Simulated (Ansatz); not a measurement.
**Fields on a plane of Bi2Se3 (Bi2Te3 type, space group R-3m)**

```
Bi2Se3
1.0
    2.07220     1.19638     9.48183
   -2.07220     1.19638     9.48183
    0.00000    -2.39277     9.48183
Bi Se
2 3
Direct
  0.40088   0.40088   0.40088
  0.59912   0.59912   0.59912
  0.00000   0.00000   0.00000
  0.21052   0.21052   0.21052
  0.78948   0.78948   0.78948
```

The slice is a (1 -1 0 2) plane (indices of the conventional cell) through the point (0.210, 0.210, 0.210) (fractional), spanned by u = [1 0 -1] and v = [010] in vectors of this cell: u (4.14 Å) and v (9.78 Å, at 90° to u). It covers one period; positions are fractions (u, v).

Atoms on it: Se at (0.00, 0.00). Other atoms lie within 1 Å of the plane.

Level of theory: PBE-D3(BJ) (plane waves to 420 eV, PAW, scalar-relativistic; Ansatz, a first-principles code). k mesh 9×9×9. Near the nuclei the fields are pseudised (PAW); where an atom keeps semicore shells as valence, they peak there. Bi2Se3 was relaxed with its symmetry unable to fall. Spin-orbit coupling is left out, though Bi is heavy. The PAW data are Ansatz's earlier set.

```
|xx@@%%::  ::%%@@|
|@@@@==      ==@@|
|++::  ==##==  ::|
|    ++@@@@@@++  |
|  ::%%@@%%@@%%::|
|  ::%%%%##%%%%::|
|..::**%%%%%%**::|
|::::::++**++::::|
|--::....::....::|
|--::..      ..::|
|--::..      ..::|
|==--..      ..--|
|==::          ::|
|......::--::....|
|    ::==++==::  |
|  ..--++==++--..|
|++==--==++==--==|
|%%%%++--==--++%%|
|xx%%%%--..--%%%%|
|xx**@@==  ==@@**|
```
Scale: ten equal steps from 0.02 (start of ' ') to 0.84 (end of '@'), in the order ' .:-=+*#%@'. Values: electron localisation function (ELF). The map has 8 points along u (two characters each, u = 0 at the left) and 20 along v (v = 0 in the bottom row). Points within 0.5 Å of a nucleus are blanked (x), as the pseudised field means little there.

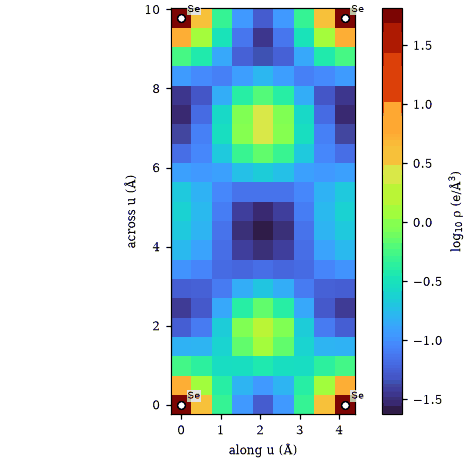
*Log₁₀ of the valence density in e/Å³, one period of the plane, atoms marked. The scale is logarithmic, as a density can span decades between atoms and voids.*
